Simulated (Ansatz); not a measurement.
```xyz
4

Ga   -0.4279    0.5293    0.7570
F     0.9723   -1.2024   -1.7186
H     0.5784   -0.7147   -1.0207
H    -1.1229    1.3879    1.9823
```

The product side of a reaction path; geometry: PBE0-D4/def2-TZVP.

Method: Ansatz 0.2.0, RKS PBE0-D4/def2-TZVPP.

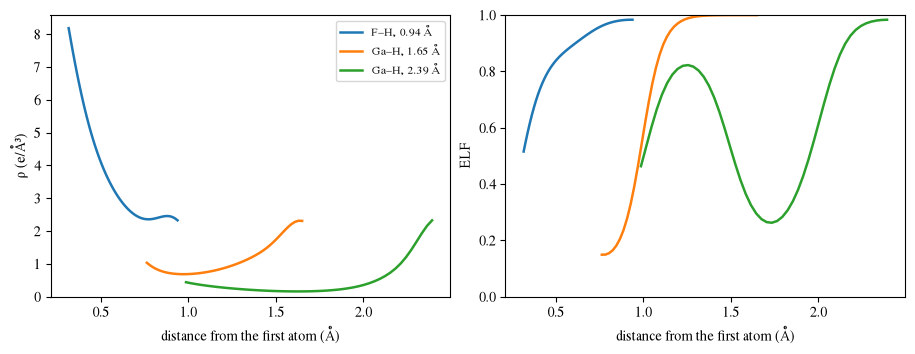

GaH···HF. Electron density and ELF along straight lines between neighbouring atoms. The curves leave out the atomic cores.

### What can be read from the curves?

F–H (0.94 Å): ρ is about 4.6 e/Å³ halfway; the ELF climbs to about 1 towards the hydrogen, as it does in any bond to H: an ordinary covalent bond to hydrogen.
Ga–H (1.65 Å): the density is about 0.82 e/Å³ at the midpoint; the ELF climbs to about 1 towards the hydrogen.
Ga1···H3 (2.39 Å): the density falls to about 0.16 e/Å³ on the way; the ELF dips to about 0.25 between them.
